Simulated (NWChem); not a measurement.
**SiH2SF (SMILES F[SiH]S) at UTPSSh/cc-pVDZ**

What is the electronic atomisation energy of SiH2SF at UTPSSh/cc-pVDZ? 

Program for the calculation: NWChem 7.3.0.

## Step 1: The structure to begin with

The species is SiH2SF (5 atoms), meant as a doublet with charge 0. As SMILES, `F[SiH]S`. The coordinates come from a PBE0-D4/def2-TZVP relaxation. This is one conformer, not always the lowest.

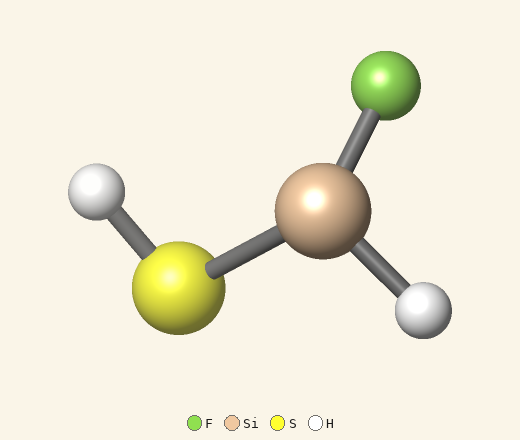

Viewed from a chosen angle; fluorine green, silicon light orange, sulfur yellow, hydrogen white.

## Step 2: A single-point energy at UTPSSh/cc-pVDZ (run 1)

input.xyz reads:

```xyz
5
FH2SSi energy
F     -1.242300    -0.527200     1.134200
Si    -0.629400    -0.168000    -0.303300
S      1.400700     0.438500    -0.191800
H     -0.621800    -1.416500    -1.115500
H      1.142700     1.599500     0.435000
```

input.nw reads:

```
start input
title "FH2SSi energy"
memory stack 880 mb heap 220 mb global 1100 mb

geometry noautosym nocenter noautoz
  load format xyz input.xyz
end

basis "ao basis" spherical bse
  * library cc-pVDZ
end

dft
  xc xctpssh
  mult 2
  grid fine
  convergence energy 1e-08
  iterations 100
  mulliken
  noprint "final vectors analysis"
end

task dft energy
```

Started as:

```sh
nwchem input.nw > input.out
```

Standard output:

```text
[...]
          Wavefunction type:  spin polarized.
          No. of atoms     :     5
          No. of electrons :    41
[...]
          Charge           :     0
          Spin multiplicity:     2
[...]
          AO basis - number of functions:    60
[...]
              XC Information
              --------------
                  TPSS hybrid Method XC Functional
                     Hartree-Fock (Exact) Exchange  0.100
                  TPSS metaGGA Exchange Functional  0.900
             TPSS03 metaGGA Correlation Functional  1.000
[...]
 d= 0,ls=0.0,diis     1   -788.7243524967 -9.31D+02  1.04D-02  1.24D-01     3.9
[...]
 d= 0,ls=0.0,diis    10   -788.7916708089 -6.48D-09  1.38D-06  7.45D-09    28.9
[...]
         Total DFT energy =     -788.791670808876
      One electron energy =    -1375.416938019919
           Coulomb energy =      502.046028913099
    Exchange-Corr. energy =      -57.905176721291
 Nuclear repulsion energy =      142.484415019234
[...]
      Total Density - Mulliken Population Analysis
     ---------------------------------------------
    Atom       Charge   Shell Charges
 -----------   ------   -------------------------------------------------------
    1 F    9     9.29   2.00  0.90  1.01  3.33  2.04  0.00
    2 Si  14    13.56   2.00  2.02  0.82  0.45  6.01  1.30  0.60  0.36
    3 S   16    16.21   2.00  2.03  0.93  0.88  6.01  2.38  1.94  0.05
    4 H    1     1.05   0.73  0.31  0.01
    5 H    1     0.88   0.71  0.14  0.03
[...]
      <S2> =      0.7522 (Exact =     0.7500)
[...]
```

Wall time 30 s (1 thread of Intel Xeon Platinum 8375C at 2.90GHz (Ice Lake), shared host); peak memory 0.12 GiB.

## Step 3: The F atom at the same level (run 2)

nw.nw reads:

```
start nw
memory stack 880 mb heap 220 mb global 1100 mb
geometry noautosym nocenter noautoz
F     0.000000    0.000000    0.000000
end
basis "ao basis" spherical bse
* library cc-pVDZ
end
dft
xc xctpssh
mult 2
grid fine
convergence energy 1e-08
iterations 100
mulliken
print low
end
task dft
```

Started as:

```sh
nwchem nw.nw > nw.out
```

Standard output:

```text
[...]
 d= 0,ls=0.0,diis     1    -99.7174596637 -9.97D+01  8.66D-03  4.01D-02     0.1
[...]
 d= 0,ls=0.0,diis     6    -99.7254023965 -4.94D-09  1.07D-07  4.02D-12     0.4
[...]
         Total DFT energy =      -99.725402396469
      One electron energy =     -139.286514713109
           Coulomb energy =       49.961209719263
    Exchange-Corr. energy =      -10.400097402623
 Nuclear repulsion energy =        0.000000000000
[...]
      Total Density - Mulliken Population Analysis
     ---------------------------------------------
    Atom       Charge   Shell Charges
 -----------   ------   -------------------------------------------------------
    1 F    9     9.00   2.00  0.93  1.06  3.18  1.82  0.00
     --------------------------------------------
      Spin Density - Mulliken Population Analysis
     --------------------------------------------
    Atom       Charge   Shell Charges
 -----------   ------   -------------------------------------------------------
    1 F    9     1.00   0.00  0.02 -0.02  0.68  0.32  0.00
[...]
      <S2> =      0.7509 (Exact =     0.7500)
[...]
```

Wall time 0.89 s (1 thread of Intel Xeon Platinum 8375C at 2.90GHz (Ice Lake), shared host); peak memory 0.11 GiB.

## Step 4: The H atom, same level (run 3)

mol.nw reads:

```
start mol
memory stack 880 mb heap 220 mb global 1100 mb
geometry noautosym nocenter noautoz
H     0.000000    0.000000    0.000000
end
basis spherical bse
* library cc-pVDZ
end
dft
xc xctpssh
mult 2
grid fine
convergence energy 1e-08
iterations 100
mulliken
print low
end
task dft energy
```

Run the same way, it converges to -0.49926 Eh (log not shown).

Run 4 isn't shown in full; the table further down has it.

## Step 5: The Si atom (run 5)

si.nw reads:

```
START si
TITLE "Si TPSSh"
memory 2200 mb
GEOMETRY noautosym nocenter noautoz
   Si       0.000000       0.000000       0.000000
END
BASIS spherical bse
   * library cc-pVDZ
END
DFT
   xc xctpssh
   mult 3
   grid fine
   convergence energy 1e-08
   iterations 100
   mulliken
   noprint "final vectors analysis"
END
TASK dft
```

Run the same way, it converges to -289.38147 Eh (log not shown).

## Step 6: The series

| run | partner | energy (Eh) | ⟨S²⟩ | wall time |
| --- | --- | --- | --- | --- |
| 1 | base | -788.791671 | 0.752 | 30 s |
| 2 | atoms | -99.725402 | 0.751 | 0.89 s |
| 3 | atoms | -0.499259 | 0.750 | 0.6 s |
| 4 | atoms | -398.122980 | 2.003 | 1.8 s |
| 5 | atoms | -289.381473 | 2.005 | 1.9 s |

## Step 7: Outcome

Level: UTPSSh/cc-pVDZ.

| quantity | value |
| --- | --- |
| Si atom: total energy | -289.38147 Eh |
| Si atom: ⟨S²⟩ | 2.005 |
| electronic atomisation energy | 15.328 eV |

Taking the molecule apart into free atoms costs 15.33 eV (353 kcal/mol), before zero-point energy and without spin-orbit coupling. All runs together took 35 s, the longest 30 s.
